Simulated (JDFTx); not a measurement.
Ag(111) slab cut from bulk Ag (space group Fm-3m, indices of the conventional cell, lattice of the Materials Project entry mp-124, not re-optimised): 3 atoms in 3 planes, a 1x1 cell of 7.29 Å² (|a| = 2.902, |b| = 2.902 Å), 4.8 Å between the outermost planes, cell height 20.7 Å, 8×8×1 k mesh, Fermi smearing 0.01 Ha, no spin polarisation.

Computed with a modified build of JDFTx: PBE, GBRV ultrasoft potentials, plane waves to 20/100 Ha. Liquid on both sides: linear PCM (GLSSA13), water, 0.5 M KF; nuclei fixed, outer atoms relaxed in vacuum. SHE scale: U = −μ/e − 4.44 V, by convention. The surface is an ideal bare cut with both faces alike: no reconstruction, overlayer or explicit solvent molecules. Convergence in thickness and k mesh wasn't tested for this slab.

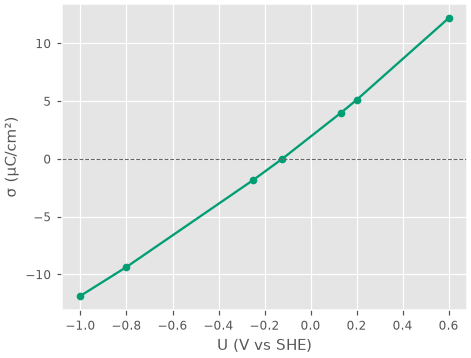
*Surface charge density of Ag(111) against potential*

Q: Read off the potential of zero charge and the mean capacitance σ/(U − U_pzc) at the computed points next to it.

A: U_pzc ≈ -0.1 V. At -0.25 V it is about 15 μF/cm². At 0.13 V it is about 16 μF/cm².
